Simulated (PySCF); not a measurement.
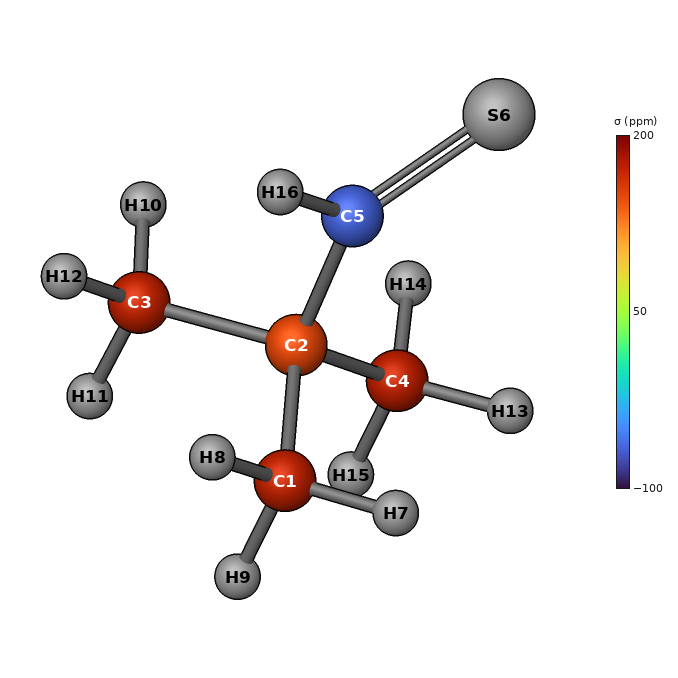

Atoms are coloured by their isotropic NMR shieldings (C only, the others grey). Computed geometry: PBE0-D3(BJ)/def2-SVP optimisation. No frequency run is at hand to confirm it as a minimum. Properties computed with GIAO PBE0/6-31G NMR shielding, non-relativistic, gas phase (PySCF 2.14.0).

**Which C atom is the most shielded (lowest chemical shift)?**

C4 (172.3 ppm).

**Which C atom is the least shielded (highest chemical shift)?**

C5 (−65.3 ppm).

**How wide is the range of C shifts?**

237.6 ppm.

Give the isotropic NMR shieldings of the C atoms atom by atom.

| atom | σ (ppm) |
| --- | --- |
| C1 | 170.6 |
| C2 | 148.2 |
| C3 | 170.5 |
| C4 | 172.3 |
| C5 | −65.3 |
